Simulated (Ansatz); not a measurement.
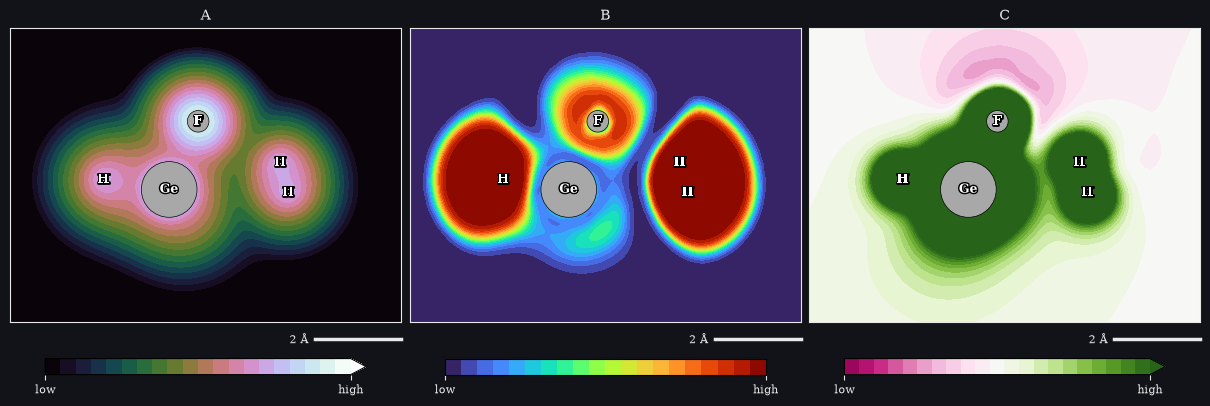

FGeH3···H2: 3 fields on the plane of atoms F2, Ge1 and H3, with unlabelled colour scales. Grey discs cover the atomic cores.

Not at a stationary point (largest force 1.8 eV/Å).

All numbers below come from RKS PBE0-D4/def2-SVP (Ansatz 0.2.0).

> The panels show electron density, electron localisation function and electrostatic potential in some order. Assign them.

Panel A: electron density. Panel B: electron localisation function. Panel C: electrostatic potential (strongly positive close to the atoms, with negative regions outside electron-rich atoms). From the grid: Ge1···H7 (2.64 Å): the density falls to about 0.09 e/Å³ on the way; the ELF dips to about 0.05 between them. Ge–F (1.72 Å): the density is about 0.96 e/Å³ at the midpoint; the ELF peaks at about 0.80 in the valence shell of F, 0.5 Å from its nucleus, and is about 0.25 at the midpoint.
